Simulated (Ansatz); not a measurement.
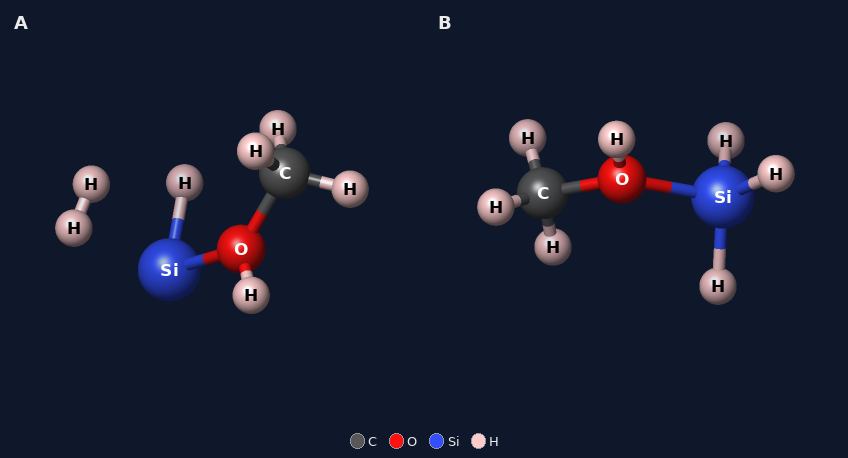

2 stationary structures of one formula. State: charge +1, singlet. Geometries: PBE0-D4/def2-TZVP. Electronic energies: PBE0-D4/def2-TZVP (Ansatz 0.2.0), without zero-point energy. No frequency run is at hand to confirm each as a minimum. Each is one conformer, not always the lowest.

Question: Rank them by energy, lowest first.

Answer: B is lowest; A lies 43.5 kcal/mol above it.

Give E(B) − E(A) in kcal/mol at these levels too: B3LYP-D4/def2-TZVPP; PBE0-D4/def2-TZVPP; ωB97M-V/def2-TZVPP; PBE0-D4/def2-TZVP; r2SCAN-D4/def2-TZVPP; PBE-D4/def2-TZVPP; RHF-CCSD(T) (frozen core)/def2-TZVPP.

| level | E(B) − E(A) (kcal/mol) |
| --- | --- |
| B3LYP-D4/def2-TZVPP | −42.1 |
| PBE0-D4/def2-TZVPP | −43.4 |
| ωB97M-V/def2-TZVPP | −41.6 |
| PBE0-D4/def2-TZVP | −43.5 |
| r2SCAN-D4/def2-TZVPP | −45.2 |
| PBE-D4/def2-TZVPP | −38.7 |
| RHF-CCSD(T) (frozen core)/def2-TZVPP | −44.9 |
